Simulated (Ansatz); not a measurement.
# CH3NO2Si: the cost of one run

All numbers below are computed with Ansatz 0.2.0 (RKS CAM-B3LYP-D4/STO-3G).

**1. The structure to begin with**

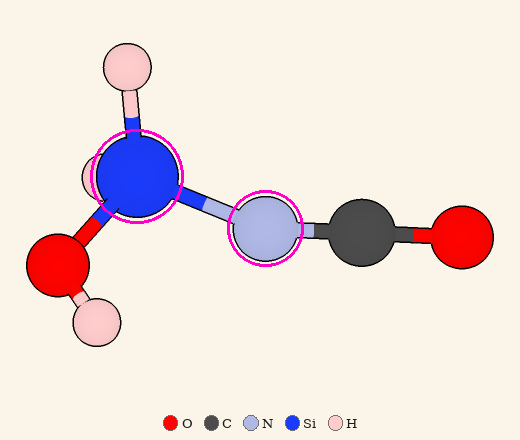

Start, viewed from a chosen angle; oxygen red, carbon dark grey, nitrogen light blue, silicon blue, hydrogen pink. Ringed: N3, Si4.

Coordinates:

```xyz
8

O     1.3563   -2.8963    0.3583
C     0.7760   -1.8173    0.1867
N     0.2212   -0.7816    0.0153
Si    0.0409    0.9212    0.1370
O    -1.4219    1.1696   -0.7271
H    -0.2232    1.3042    1.5546
H     1.1157    1.6470   -0.4748
H    -1.7729    0.3961   -1.1059
```

**2. Relaxing end A**

input.yaml reads:

```yaml
crystal:
  periodic: [false, false, false]
  atoms:
    - { symbol: O, position_ang: [1.3563, -2.8963, 0.3583] }
    - { symbol: C, position_ang: [0.776, -1.8173, 0.1867] }
    - { symbol: "N", position_ang: [0.2212, -0.7816, 0.0153] }
    - { symbol: Si, position_ang: [0.0409, 0.9212, 0.137] }
    - { symbol: O, position_ang: [-1.4219, 1.1696, -0.7271] }
    - { symbol: H, position_ang: [-0.2232, 1.3042, 1.5546] }
    - { symbol: H, position_ang: [1.1157, 1.647, -0.4748] }
    - { symbol: H, position_ang: [-1.7729, 0.3961, -1.1059] }
basis:
  gaussian: { orbitals: STO-3G }
hamiltonian:
  xc: cam_b3lyp
  dispersion: d4
relax:
  f_tol: 0.015
  max_steps: 40
```

Launch:

```sh
$ ansatz run input.yaml --threads 1 --pin off --max-ram 2048MiB --backend cpu --events-out ev --progress --plain --runs-dir out
```

**Question.** How long does this run take on 1 thread of Arm Neoverse V2, shared host, and how much memory does it need?

About 62 s, with a peak of 0.16 GiB.
